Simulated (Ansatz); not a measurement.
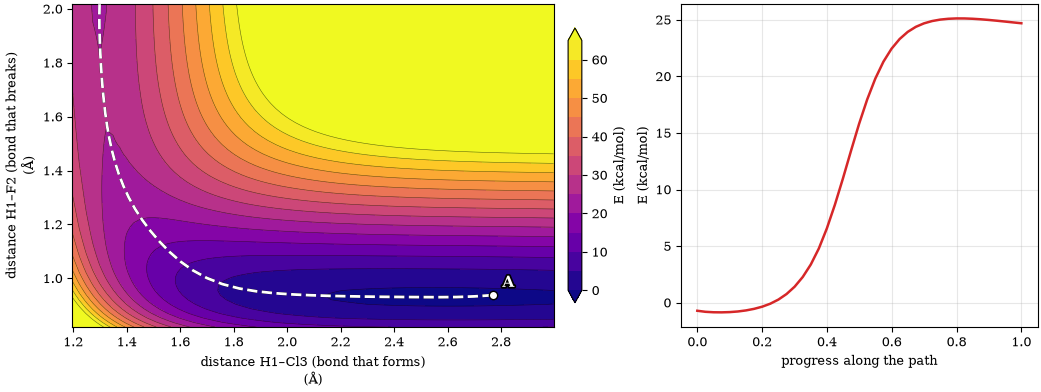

The reacting system ClFH (fragments FH + Cl where the first distance is long, ClH + F where the second is long), spin multiplicity 2. Coordinates scanned: (1) distance H1–Cl3 (bond that forms); (2) distance H1–F2 (bond that breaks). Relaxed at each point: all other coordinates. The grid has 10 × 10 points. Points are written as (first, second). Energies: kcal/mol, counted from the lowest grid point. In part of the range the unrestricted reference is strongly spin-contaminated. These are results of Ansatz 0.2.0, UKS B3LYP-D4/def2-SVP, not measurements.

In the figure: filled contours, a line along the lowest path, one colour for all values above the top of the scale, the energy along the path at the right, the start A. Between grid points the surface is interpolated.

Q: Describe the path and its barrier.

A: The easiest path runs from the side where the first distance is long, about (2.77 Å, 0.94 Å), to the side where the second distance is long, (1.312 Å, 2.019 Å). Its highest point, at about (1.31 Å, 1.66 Å), lies about 26 kcal/mol above the start and 0.43 kcal/mol above the end on the interpolated surface. An end on the edge of the scan is no minimum, so the barrier from there is a lower bound.
